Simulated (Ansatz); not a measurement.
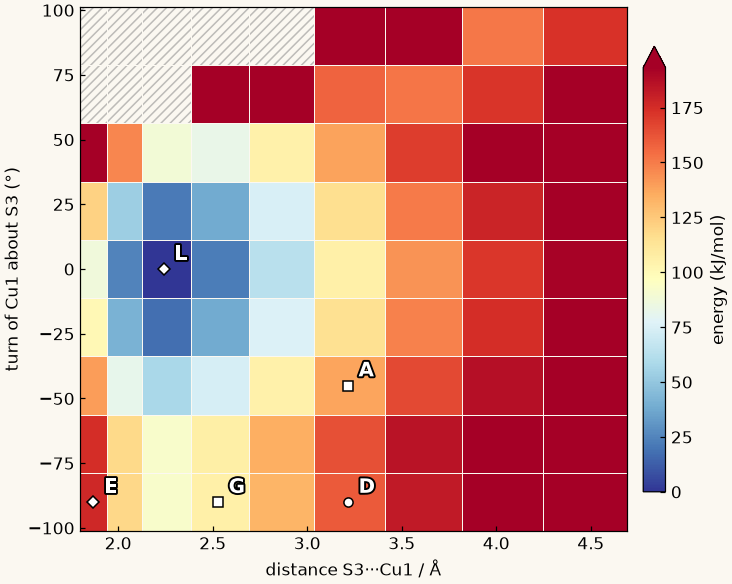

CH4CuS, charge +1. The turn is about an axis along (−1.00, −0.01, 0.03) in the frame of the relaxed pair, normal to the line between the partners. Coordinates scanned: (1) distance S3···Cu1; (2) turn of Cu1 about S3. The scan uses a 9 × 9 grid. At 8 points there is no value (left out of the scan, as a rule where atoms come close). Points are written as (first, second). All energies are given in kJ/mol relative to the lowest grid point. Energies and slopes of some neighbouring points disagree (a jump in structure or state, or too coarse a mesh). Theory: RKS B3LYP-D4/def2-SVPD in Ansatz.

The picture shows one coloured cell a grid point, one colour for all values above the top of the scale, hatched blanks where no value was computed, lettered points.

Rank the lettered points by energy, lowest first.

L (0 kJ/mol), G (106 kJ/mol), A (138 kJ/mol), D (160 kJ/mol), E (177 kJ/mol).
